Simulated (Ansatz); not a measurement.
# [BH2F2]− (SMILES F[BH2-]F) at 6 levels

Aim: a comparison of 6 runs (B2PLYP/STO-3G, BLYP/STO-3G, CAM-B3LYP/STO-3G, UPBE/STO-3G, UMP2/STO-3G, BCCD(T)/STO-3G) of [BH2F2]−. 

The calculation is run with Ansatz 0.2.0.

2 further runs of the same task are left out: 1 that didn't finish, 1 set aside as unsound or not needed.

**1. Starting point**

The species is [BH2F2]− (5 atoms), meant as a singlet with charge -1. As SMILES, `F[BH2-]F`. The H4–B2 distance was set to 1.838 Å, away from the relaxed value. At this shape a bond of the SMILES string is far longer than usual.

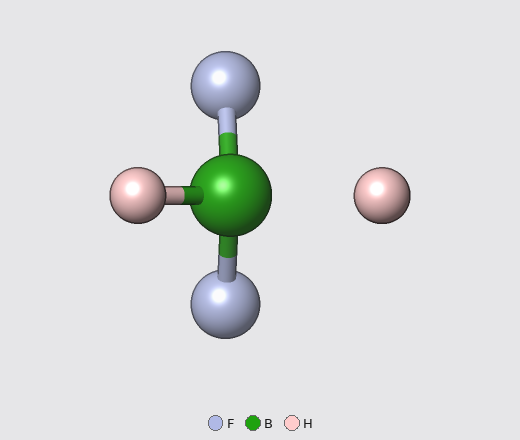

The structure, seen from a chosen angle (fluorine light blue, boron green, hydrogen pink).

**2. A single-point energy at B2PLYP/STO-3G (run 1)**

File job.yaml:

```yaml
crystal:
  periodic: [false, false, false]
  atoms:
    - {symbol: F, position_ang: [-1.074231, 0.911676, 0.914602]}
    - {symbol: B, position_ang: [0.136269, 0.301446, 0.475332]}
    - {symbol: F, position_ang: [0.510319, -0.660154, 1.458092]}
    - {symbol: H, position_ang: [-0.171950, -0.560090, -1.118950]}
    - {symbol: H, position_ang: [1.010549, 1.155826, 0.396612]}
basis:
  gaussian:
    orbitals: STO-3G
correlation:
  frozen_orbitals: {B: 1, F: 1, H: 0}
accuracy: high
hamiltonian:
  xc: {name: B2PLYP}
total_charge: -1
```

Started as:

```
$ ansatz run job.yaml --threads 1 --pin off --max-ram 2610MiB --events-out events.jsonl --progress --plain --runs-dir runs
```

Output:

```text
Warning: RAYON_NUM_THREADS=1 ignored (pool sized by the plan → 1); use --threads N
Functional definition: B2PLYP
  name "B2PLYP"
  parameter a = 0.53
  parameter c = 0.27
  exchange = (1 - a)*b88_x + a*exact_x
  correlation = (1 - c)*lyp_c + c*(mp2_os + mp2_ss)
297 factors; integrals over basis functions are off by at most 3.8e-8 eV
mean field evaluation 1: about -6041.8441 eV, gradient 1.7e1 eV
mean field evaluation 2: about -6041.8652 eV, gradient 1.7e1 eV
mean field evaluation 4: about -6043.7398 eV, gradient 9.0e-1 eV
mean field evaluation 8: about -6043.7370 eV, gradient 3.0e-3 eV
mean field evaluation 16: about -6043.7370 eV, gradient 2.2e-8 eV
mean field -6043.73703116 eV, -222.1032393029 hartree, gradient 2.3e-8 eV, S^2 0.000000; 0 other end points of the search recorded, 0 dependent functions left out
3 core orbitals not correlated: weight in the atoms' cores, before any rotation towards them, 1.000 or more for the frozen orbitals, at most 0.000 for the correlated occupied ones
reference -6043.73704527 eV, -222.1032398216 hartree; 10, 10 occupied and 4, 4 virtual orbitals, 297 factors
second order -3.07036698 eV of doubles, -0.00000000 eV of singles
Total energy: -6044.56604436 eV, -222.1337049761 hartree
```

Wall time 1.2 s (1 thread of Arm Neoverse V1, shared host); peak memory 0.094 GiB.

**3. A single-point energy at BLYP/STO-3G (run 2)**

File molecule.yaml:

```yaml
basis:
  gaussian:
    orbitals: STO-3G
crystal:
  periodic: [false, false, false]
  atoms:
    - {symbol: F, position_ang: [-1.074231, 0.911676, 0.914602]}
    - {symbol: B, position_ang: [0.136269, 0.301446, 0.475332]}
    - {symbol: F, position_ang: [0.510319, -0.660154, 1.458092]}
    - {symbol: H, position_ang: [-0.171950, -0.560090, -1.118950]}
    - {symbol: H, position_ang: [1.010549, 1.155826, 0.396612]}
total_charge: -1
hamiltonian:
  xc: {name: BLYP}
accuracy: high
```

Started as:

```
$ ansatz run molecule.yaml --threads 1 --pin off --max-ram 2610MiB --events-out events.jsonl --progress --plain --runs-dir runs
```

Output:

```text
Warning: RAYON_NUM_THREADS=1 ignored (pool sized by the plan → 1); use --threads N
Functional definition: BLYP
  name "BLYP"
  parameter beta = 0.0042
  parameter a = 0.04918
  parameter b = 0.132
  parameter c = 0.2533
  parameter d = 0.349
  exchange = b88_x(beta = beta)
  correlation = lyp_c(a = a, b = b, c = c, d = d)
297 factors; integrals over basis functions are off by at most 3.8e-8 eV
mean field evaluation 1: about -6045.1234 eV, gradient 3.2e1 eV
mean field evaluation 2: about -6041.6370 eV, gradient 3.7e1 eV
mean field evaluation 4: about -6050.1106 eV, gradient 3.3e0 eV
mean field evaluation 8: about -6050.0804 eV, gradient 8.6e-2 eV
mean field evaluation 16: about -6050.0804 eV, gradient 3.6e-7 eV
mean field -6050.08042782 eV, -222.3363548307 hartree, gradient 3.7e-8 eV, S^2 0.000000; 0 other end points of the search recorded, 0 dependent functions left out
reference -6050.08045778 eV, -222.3363559315 hartree; 13, 13 occupied and 4, 4 virtual orbitals, 297 factors
Total energy: -6050.08045778 eV, -222.3363559315 hartree
```

Wall time 0.93 s (1 thread of Arm Neoverse V1, shared host); peak memory 0.09 GiB.

Runs 3 to 5 aren't shown in full; the table further down has their settings and results.

**4. The energy at BCCD(T)/STO-3G (run 6)**

File run.yaml:

```yaml
crystal:
  periodic: [false, false, false]
  atoms:
    - {symbol: F, position_ang: [-1.074231, 0.911676, 0.914602]}
    - {symbol: B, position_ang: [0.136269, 0.301446, 0.475332]}
    - {symbol: F, position_ang: [0.510319, -0.660154, 1.458092]}
    - {symbol: H, position_ang: [-0.171950, -0.560090, -1.118950]}
    - {symbol: H, position_ang: [1.010549, 1.155826, 0.396612]}
basis:
  gaussian:
    orbitals: STO-3G
total_charge: -1
magnetization:
  spin_polarized: false
  initial_magnetization: 0
correlation:
  method: bccd_t
  frozen_orbitals: {B: 1, F: 1, H: 0}
accuracy: high
scf:
  omitted_lower_state_checks: [cluster_reference, increment]
```

Started as:

```
$ ansatz run run.yaml --threads 1 --pin off --max-ram 2610MiB --events-out events.jsonl --progress --plain --runs-dir runs
```

Output:

```text
Warning: RAYON_NUM_THREADS=1 ignored (pool sized by the plan → 1); use --threads N
[... 11 lines left out ...]
3 core orbitals not correlated: weight in the atoms' cores, before any rotation towards them, 1.000 or more for the frozen orbitals, at most 0.000 for the correlated occupied ones
[... 21 lines left out ...]
Total energy: -6029.19714150 eV, -221.5689082136 hartree
Checks for a lower state left out: cluster_reference, increment
```

Wall time 0.18 s (1 thread of Arm Neoverse V1, shared host).

**5. The series**

```
run             level  frozen core orbitals  energy (Eh)  wall time
  1     B2PLYP/STO-3G                     3  -222.133705      1.2 s
  2       BLYP/STO-3G                     –  -222.336356     0.93 s
  3  CAM-B3LYP/STO-3G                     –  -222.318975      1.1 s
  4       UPBE/STO-3G                     –  -222.176781      1.6 s
  5       UMP2/STO-3G                     3  -221.540221      0.1 s
  6    BCCD(T)/STO-3G                     3  -221.568908     0.18 s
```

**6. What came out**

| quantity | value |
| --- | --- |
| run 6: total energy | -221.56891 Eh |
| run 6: correlation energy (3 core orbitals frozen) | -108.3 mEh |
| run 6: (T) correction | -4.27 mEh |

What this shows: Totals of different functionals can't be ranked against each other. In runs 1, 2, 3, 4, 5, 6 the basis is minimal, so the values are rough. All runs together took 5.1 s, the longest 1.6 s.
